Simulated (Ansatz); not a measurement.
**Geometry relaxation, with input and output: CH3NaOSi (part 1 of 2)**

- system: CH3NaOSi, SMILES [Na][O]C=[SiH2]
- method: RKS PBE0-D4/6-31G (Ansatz 0.2.0)

It belongs to a series of runs on one base structure; here: start relaxed.

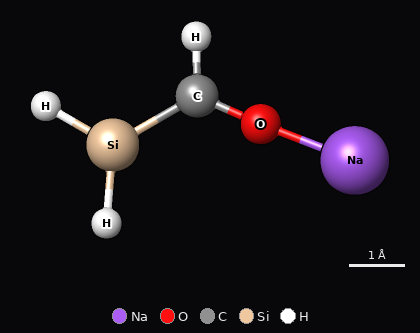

The input geometry (ball-and-stick view, seen at a tilt). Sticks mark near contacts.

**Summary**

| quantity | value |
| --- | --- |
| outcome | converged |
| total energy | −15414.0535 eV |
| mean-field energy | −15413.9255 eV |
| largest force (length of the vector) at the end | 0.011 eV/Å |
| hardware | 1 thread of Arm Neoverse V1, 24 GiB of memory available, shared host |
| wall time | 88 s |
| peak memory | 0.15 GiB |

**Input file**
```yaml
crystal:
  periodic: [false, false, false]
  atoms:
    - { symbol: Na, position_ang: [-0.47909, -2.74923, 1.70379] }
    - { symbol: O, position_ang: [0.11487, -1.25946, 0.72325] }
    - { symbol: C, position_ang: [0.58009, -0.25534, 0.04003] }
    - { symbol: Si, position_ang: [-0.36696, 1.11533, -0.58404] }
    - { symbol: H, position_ang: [1.66078, -0.26882, -0.16008] }
    - { symbol: H, position_ang: [-1.79973, 1.25094, -0.39027] }
    - { symbol: H, position_ang: [0.29005, 2.16658, -1.33269] }
basis:
  gaussian: { orbitals: "6-31G" }
hamiltonian:
  xc: pbe0
  dispersion: d4
relax:
  f_tol: 0.02
  max_steps: 40
output:
  orbitals: {}
```

Run as:
```bash
ansatz run input.yaml --threads 1 --pin off --max-ram 2048MiB --backend cpu --events-out ev --progress --plain --runs-dir out
```

**Log**
```
The last accepted step is kept in [file] (removed where the run ends without a failure and the disk answers)
Engine: ansatz 0.2.0, aarch64-unknown-linux-gnu
Functional definition: PBE0
  parameter a = 0.25
  parameter kappa = 0.804
  parameter beta = 0.06672455060314922
  exchange = (1 - a)*pbe_x(kappa = kappa, mu = beta*pi^2/3) + a*exact_x
  correlation = pbe_c(beta = beta)
627 factors; integrals over basis functions are off by at most 2.0e-4 eV
mean field evaluation 1: about -15404.3112 eV, gradient 6.1e1 eV
mean field evaluation 2: about -15289.2421 eV, gradient 1.8e2 eV
mean field evaluation 4: about -15412.0270 eV, gradient 2.2e1 eV
mean field evaluation 8: about -15413.2917 eV, gradient 4.2e-1 eV
mean field evaluation 16: about -15413.2922 eV, gradient 2.1e-5 eV
mean field -15413.29215542 eV, -566.4280392071 hartree, gradient 2.1e-5 eV, S^2 0.000000; 0 other end points of the search recorded, 0 dependent functions left out
the calculation of the forces begins
reference -15413.29220672 eV, -566.4280410923 hartree; 21, 21 occupied and 29, 29 virtual orbitals, 627 factors
relax step   1: F+E_penalty+E_count = -15413.41589506 eV  Δ(F+E_penalty+E_count) = +0.000e0 eV  max|allowed force component| = 8.685e-1 eV/Å  Δτ_max = 0.0000 Å  (27 SCF iters, accepted)
these checks for a lower state are left out or cut short: starts, cluster_reference, orbital_swaps, neighbouring_geometries, increment
627 factors; integrals over basis functions are off by at most 2.0e-4 eV
mean field -15413.37502305 eV, -566.4310845363 hartree, gradient 2.3e-5 eV, S^2 0.000000; 0 other end points of the search recorded, 0 dependent functions left out
[... from here on the field's lines of each further geometry are left out, up to the last ...]
relax step   2: F+E_penalty+E_count = -15413.49838098 eV  Δ(F+E_penalty+E_count) = -8.249e-2 eV  max|allowed force component| = 4.221e-1 eV/Å  Δτ_max = 0.0515 Å  (32 SCF iters, accepted)
relax step   3: F+E_penalty+E_count = -15413.51603714 eV  Δ(F+E_penalty+E_count) = -1.766e-2 eV  max|allowed force component| = 2.339e-1 eV/Å  Δτ_max = 0.0415 Å  (31 SCF iters, accepted)
relax step   4: F+E_penalty+E_count = -15413.52259798 eV  Δ(F+E_penalty+E_count) = -6.561e-3 eV  max|allowed force component| = 2.272e-1 eV/Å  Δτ_max = 0.0406 Å  (32 SCF iters, accepted)
relax step   5: F+E_penalty+E_count = -15413.56141436 eV  Δ(F+E_penalty+E_count) = -3.882e-2 eV  max|allowed force component| = 3.192e-1 eV/Å  Δτ_max = 0.1590 Å  (33 SCF iters, accepted)
relax step   6: F+E_penalty+E_count = -15413.61711328 eV  Δ(F+E_penalty+E_count) = -5.570e-2 eV  max|allowed force component| = 5.413e-1 eV/Å  Δτ_max = 0.1958 Å  (32 SCF iters, accepted)
relax step   7: F+E_penalty+E_count = -15413.65403456 eV  Δ(F+E_penalty+E_count) = -3.692e-2 eV  max|allowed force component| = 7.431e-1 eV/Å  Δτ_max = 0.1948 Å  (31 SCF iters, accepted)
relax step   8: F+E_penalty+E_count = -15413.70119784 eV  Δ(F+E_penalty+E_count) = -4.716e-2 eV  max|allowed force component| = 4.081e-1 eV/Å  Δτ_max = 0.1000 Å  (31 SCF iters, accepted)
relax step   9: F+E_penalty+E_count = -15413.71871232 eV  Δ(F+E_penalty+E_count) = -1.751e-2 eV  max|allowed force component| = 3.510e-1 eV/Å  Δτ_max = 0.1304 Å  (32 SCF iters, accepted)
relax step  10: F+E_penalty+E_count = -15413.73352171 eV  Δ(F+E_penalty+E_count) = -1.481e-2 eV  max|allowed force component| = 3.771e-1 eV/Å  Δτ_max = 0.1483 Å  (31 SCF iters, accepted)
relax step  11: F+E_penalty+E_count = -15413.76442724 eV  Δ(F+E_penalty+E_count) = -3.091e-2 eV  max|allowed force component| = 3.592e-1 eV/Å  Δτ_max = 0.1971 Å  (31 SCF iters, accepted)
relax step  12: F+E_penalty+E_count = -15413.80893473 eV  Δ(F+E_penalty+E_count) = -4.451e-2 eV  max|allowed force component| = 4.506e-1 eV/Å  Δτ_max = 0.1946 Å  (31 SCF iters, accepted)
relax step  13: F+E_penalty+E_count = -15413.87879492 eV  Δ(F+E_penalty+E_count) = -6.986e-2 eV  max|allowed force component| = 5.491e-1 eV/Å  Δτ_max = 0.1997 Å  (31 SCF iters, accepted)
relax step  14: F+E_penalty+E_count = -15413.96036051 eV  Δ(F+E_penalty+E_count) = -8.157e-2 eV  max|allowed force component| = 5.478e-1 eV/Å  Δτ_max = 0.1949 Å  (31 SCF iters, accepted)
relax step  15: F+E_penalty+E_count = -15414.02313039 eV  Δ(F+E_penalty+E_count) = -6.277e-2 eV  max|allowed force component| = 2.731e-1 eV/Å  Δτ_max = 0.1982 Å  (31 SCF iters, accepted)
relax step  16: F+E_penalty+E_count = -15414.03333968 eV  Δ(F+E_penalty+E_count) = -1.021e-2 eV  max|allowed force component| = 2.370e-1 eV/Å  Δτ_max = 0.0537 Å  (31 SCF iters, accepted)
relax step  17: F+E_penalty+E_count = -15414.01808667 eV  Δ(F+E_penalty+E_count) = +1.525e-2 eV  max|allowed force component| = 4.192e-1 eV/Å  Δτ_max = 0.0967 Å  (30 SCF iters, rejected (line search))
relax step  18: F+E_penalty+E_count = -15414.03961454 eV  Δ(F+E_penalty+E_count) = -6.275e-3 eV  max|allowed force component| = 6.002e-2 eV/Å  Δτ_max = 0.0472 Å  (30 SCF iters, accepted)
relax step  19: F+E_penalty+E_count = -15414.04374636 eV  Δ(F+E_penalty+E_count) = -4.132e-3 eV  max|allowed force component| = 1.604e-1 eV/Å  Δτ_max = 0.0661 Å  (31 SCF iters, accepted)
relax step  20: F+E_penalty+E_count = -15414.04738345 eV  Δ(F+E_penalty+E_count) = -3.637e-3 eV  max|allowed force component| = 2.249e-1 eV/Å  Δτ_max = 0.1117 Å  (31 SCF iters, accepted)
relax step  21: F+E_penalty+E_count = -15414.04730129 eV  Δ(F+E_penalty+E_count) = +8.216e-5 eV  max|allowed force component| = 2.844e-1 eV/Å  Δτ_max = 0.0530 Å  (31 SCF iters, rejected (line search))
relax step  22: F+E_penalty+E_count = -15414.05120636 eV  Δ(F+E_penalty+E_count) = -3.823e-3 eV  max|allowed force component| = 1.345e-1 eV/Å  Δτ_max = 0.0254 Å  (31 SCF iters, accepted)
relax step  23: F+E_penalty+E_count = -15414.05310550 eV  Δ(F+E_penalty+E_count) = -1.899e-3 eV  max|allowed force component| = 4.118e-2 eV/Å  Δτ_max = 0.0688 Å  (31 SCF iters, accepted)
relax step  24: F+E_penalty+E_count = -15414.05316792 eV  Δ(F+E_penalty+E_count) = -6.242e-5 eV  max|allowed force component| = 6.641e-2 eV/Å  Δτ_max = 0.0190 Å  (26 SCF iters, accepted)
relax step  25: F+E_penalty+E_count = -15414.05315679 eV  Δ(F+E_penalty+E_count) = +1.113e-5 eV  max|allowed force component| = 5.117e-2 eV/Å  Δτ_max = 0.0077 Å  (32 SCF iters, rejected (line search))
relax step  26: F+E_penalty+E_count = -15414.05339733 eV  Δ(F+E_penalty+E_count) = -2.294e-4 eV  max|allowed force component| = 2.658e-2 eV/Å  Δτ_max = 0.0039 Å  (25 SCF iters, accepted)
the calculation of the forces begins
reference -15413.92549103 eV, -566.4513138615 hartree; 21, 21 occupied and 29, 29 virtual orbitals, 627 factors
relax step  27: F+E_penalty+E_count = -15414.05346807 eV  Δ(F+E_penalty+E_count) = -7.074e-5 eV  max|allowed force component| = 1.065e-2 eV/Å  Δτ_max = 0.0021 Å  (23 SCF iters, accepted)
```

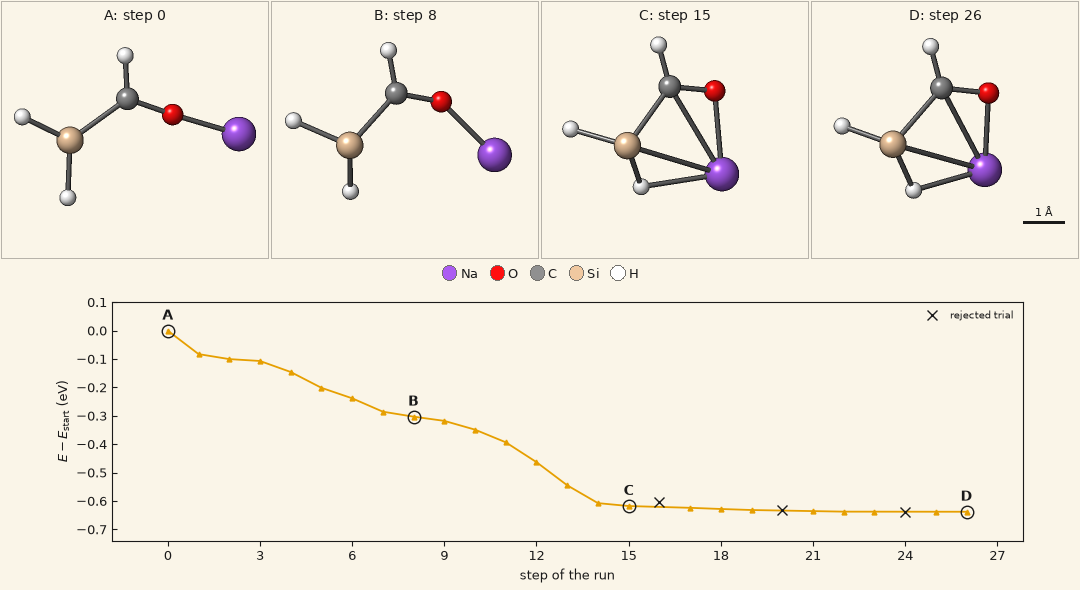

Frames of the relaxation (ball-and-stick view, seen at a tilt) above the curves, on which the letters mark them (the first geometry is step 0 here and step 1 in the log).

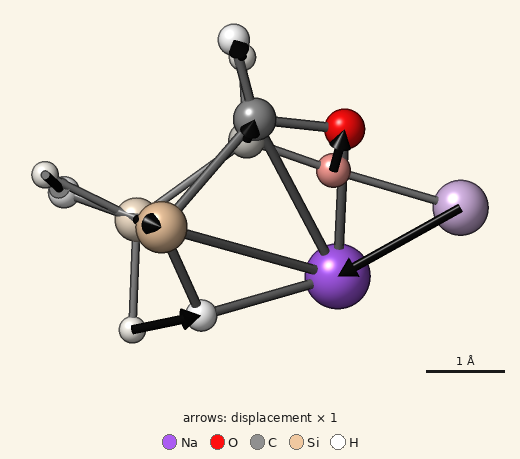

Start (faint) and end (solid) with the displacements as black arrows, at true length (ball-and-stick view, seen at a tilt). The two geometries are laid on each other by the best rigid fit. The largest move after the best rigid fit is that of Na1, 1.81 Å. By element the largest moves are Na 1.81 Å, H 0.99 Å, O 0.59 Å, Si 0.56 Å, C 0.35 Å. Among the contacts that change: Na1–H6 4.704 → 2.143 Å, Na1–Si4 4.492 → 3.165 Å, Na1–C3 3.180 → 2.753 Å, Na1–O2 1.880 → 2.143 Å. New bonds form: Na1–H6 (4.70 → 2.14 Å), Na1–Si4 (4.49 → 3.17 Å). Among the angles that change: Na1–O2–C3 177.3° → 104.2°, C3–Si4–H6 123.4° → 97.2°, C3–Si4–H7 119.9° → 98.4°. Over 26 geometry steps the energy falls by 0.638 eV. Largest force component: 0.87 eV/Å at the start, 0.011 eV/Å at the end. The line search rejected the trial steps at points 16, 20, 24 (counted from 0) and went back. (Atoms are counted from 1 in the order of the input.)

```
627 factors; integrals over basis functions are off by at most 2.1e-4 eV
mean field -15413.92543919 eV, -566.4513119561 hartree, gradient 2.5e-5 eV, S^2 0.000000; 1 other end points of the search recorded, 0 dependent functions left out
the calculation of the forces begins
reference -15413.92549103 eV, -566.4513138615 hartree; 21, 21 occupied and 29, 29 virtual orbitals, 627 factors
Total energy: -15414.05351992 eV, -566.4560188363 hartree
Atom 0 at    -1.397130    -1.584944     0.726988 Å, force    -0.000406    -0.003129     0.000901 eV/Å
Atom 1 at     0.734472    -1.371362     0.656210 Å, force    -0.002677    -0.004189     0.001160 eV/Å
Atom 2 at     0.917533    -0.244662     0.073688 Å, force    -0.000229     0.010647     0.000514 eV/Å
Atom 3 at    -0.246902     1.285660     0.051658 Å, force     0.004071    -0.005913     0.002304 eV/Å
Atom 4 at     1.938834    -0.065069    -0.316578 Å, force    -0.002010     0.000658    -0.001568 eV/Å
Atom 5 at    -1.614872     0.499231     0.279086 Å, force     0.001588     0.002431    -0.001680 eV/Å
Atom 6 at    -0.331926     1.481145    -1.471062 Å, force    -0.000337    -0.000503    -0.001631 eV/Å
Dipole moment:    -0.920553    -1.228406     0.121818 e Å
```

**Trajectory as extended XYZ (Å, eV, eV/Å), 27 frames, from step=1 to step=27**
```
7
Properties=species:S:1:pos:R:3:forces:R:3 step=1 energy=-15413.41590
Na   -0.4791   -2.7492    1.7038   -0.3776  -0.7893   0.5333
O     0.1149   -1.2595    0.7232    0.1843  -0.1106   0.0293
C     0.5801   -0.2553    0.0400    0.0041   0.4714  -0.2717
Si   -0.3670    1.1153   -0.5840    0.4696  -0.3804   0.1381
H     1.6608   -0.2688   -0.1601    0.1009   0.1575  -0.1132
H    -1.7997    1.2509   -0.3903   -0.8685  -0.0201   0.1775
H     0.2900    2.1666   -1.3327    0.4873   0.6716  -0.4934
7
Properties=species:S:1:pos:R:3:forces:R:3 step=2 energy=-15413.49838
Na   -0.4880   -2.7885    1.7273   -0.2271  -0.4221   0.2901
O     0.1211   -1.2752    0.7317    0.2738   0.2280  -0.1780
C     0.5735   -0.2528    0.0426   -0.0814   0.0708  -0.0488
Si   -0.3612    1.1274   -0.5918    0.1165  -0.1162   0.0508
H     1.6542   -0.2481   -0.1720    0.0296   0.0492  -0.0243
H    -1.8253    1.2427   -0.3805   -0.2534   0.0157   0.0405
H     0.3256    2.1945   -1.3573    0.1421   0.1745  -0.1303
7
Properties=species:S:1:pos:R:3:forces:R:3 step=3 energy=-15413.51604
Na   -0.5033   -2.8165    1.7539   -0.0645  -0.0329   0.0315
O     0.1387   -1.2867    0.7267    0.1572   0.0431  -0.1482
C     0.5702   -0.2603    0.0232   -0.0415   0.0423   0.2339
Si   -0.3639    1.1317   -0.5928   -0.0151   0.0020   0.0051
H     1.6564   -0.2205   -0.1701   -0.0361  -0.0380  -0.0800
H    -1.8423    1.2514   -0.3761    0.0097   0.0025  -0.0351
H     0.3443    2.2008   -1.3649   -0.0097  -0.0190  -0.0072
7
Properties=species:S:1:pos:R:3:forces:R:3 step=4 energy=-15413.52260
Na   -0.5303   -2.8019    1.7578   -0.0320   0.0187  -0.0040
O     0.1774   -1.2978    0.7216    0.0026  -0.2272   0.0315
C     0.5776   -0.2646    0.0208   -0.0142   0.1744   0.1019
Si   -0.3690    1.1361   -0.5563    0.0574   0.0514   0.0374
H     1.6582   -0.2087   -0.1904    0.0259  -0.0017  -0.0816
H    -1.8506    1.2558   -0.3992   -0.0730  -0.0489  -0.0018
H     0.3366    2.1811   -1.3542    0.0332   0.0333  -0.0834
7
Properties=species:S:1:pos:R:3:forces:R:3 step=5 energy=-15413.56141
Na   -0.6577   -2.7498    1.7276    0.0594   0.1231  -0.0846
O     0.2929   -1.3526    0.6847   -0.2152   0.0516   0.1559
C     0.6051   -0.2528    0.0425    0.2438  -0.2962  -0.2771
Si   -0.3458    1.1967   -0.4112   -0.1887   0.2383   0.3192
H     1.6741   -0.1490   -0.2142    0.0535   0.0323   0.0295
H    -1.8488    1.2088   -0.4039   -0.0390  -0.1320  -0.0433
H     0.2802    2.0986   -1.4256    0.0861  -0.0170  -0.0996
7
Properties=species:S:1:pos:R:3:forces:R:3 step=6 energy=-15413.61711
Na   -0.7632   -2.6527    1.7084    0.1100   0.1586  -0.1262
O     0.3903   -1.3925    0.6365   -0.3449   0.2713  -0.1496
C     0.6209   -0.2715   -0.0025    0.4674  -0.4805   0.3440
Si   -0.3261    1.2648   -0.2286   -0.4044   0.5413  -0.1947
H     1.6918   -0.0965   -0.2257    0.0197  -0.0758  -0.1540
H    -1.8385    1.1440   -0.4369    0.1585  -0.2076   0.0593
H     0.2248    2.0044   -1.4512   -0.0064  -0.2073   0.2213
7
Properties=species:S:1:pos:R:3:forces:R:3 step=7 energy=-15413.65403
Na   -0.8484   -2.5680    1.6795    0.1283   0.2049  -0.1563
O     0.3863   -1.3608    0.6050   -0.0612   0.6282  -0.1701
C     0.6500   -0.2194    0.0181    0.3288  -0.7431  -0.0153
Si   -0.3282    1.3451   -0.1275   -0.4031   0.0632  -0.3564
H     1.7120   -0.1031   -0.3208   -0.3054  -0.0700   0.2269
H    -1.8219    0.9507   -0.4197    0.5676   0.1025   0.1056
H     0.2502    1.9555   -1.4347   -0.2549  -0.1858   0.3657
7
Properties=species:S:1:pos:R:3:forces:R:3 step=8 energy=-15413.70120
Na   -0.8964   -2.4906    1.6381    0.0240   0.0982  -0.0628
O     0.3894   -1.3427    0.5948   -0.0533   0.1236  -0.1008
C     0.6764   -0.2261   -0.0045    0.4081  -0.2411   0.1356
Si   -0.3178    1.3352   -0.1148   -0.2532   0.0513  -0.2084
H     1.7517   -0.1202   -0.2947   -0.2952  -0.0240   0.0431
H    -1.7794    0.8955   -0.3897    0.2406   0.0222   0.0792
H     0.1761    1.9490   -1.4291   -0.0710  -0.0302   0.1142
7
Properties=species:S:1:pos:R:3:forces:R:3 step=9 energy=-15413.71871
Na   -0.9699   -2.3967    1.5853   -0.0825   0.0181   0.0148
O     0.4004   -1.3352    0.5843    0.0644  -0.1551   0.1306
C     0.7235   -0.2234    0.0119    0.1008   0.1453  -0.3510
Si   -0.3093    1.3189   -0.1183    0.0832   0.0495   0.1048
H     1.7904   -0.1406   -0.2903   -0.1146   0.0397   0.1015
H    -1.7319    0.8105   -0.3405   -0.0953  -0.0835   0.0177
H     0.0967    1.9665   -1.4324    0.0440  -0.0141  -0.0183
```
